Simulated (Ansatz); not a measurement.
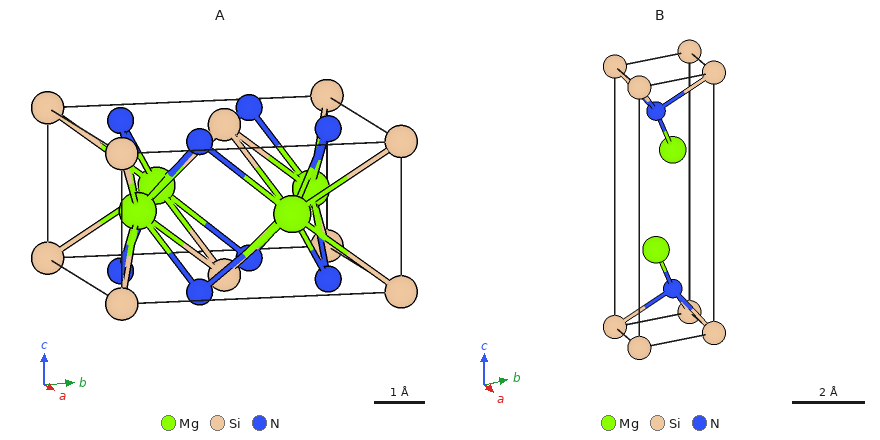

Two structures of Mg2SiN2, each relaxed to rest (conventional cells in solid outline, small ones repeated, not to one scale). Method: Ansatz, DFT PBE, scalar-relativistic, plane waves, PAW, without spin polarisation.

What structure does each panel show?

A: 10 atoms a cell on a primitive tetragonal lattice, P4/mbm. B: 5 atoms a cell on a primitive hexagonal lattice, P-3m1.

Which form lies lower?

B is lower, by 436 meV/atom at this level of theory (energies at zero smearing). Volumes: A 10.3, B 10.8 Å³/atom.

One or both may be structure types tried for this composition rather than known phases.
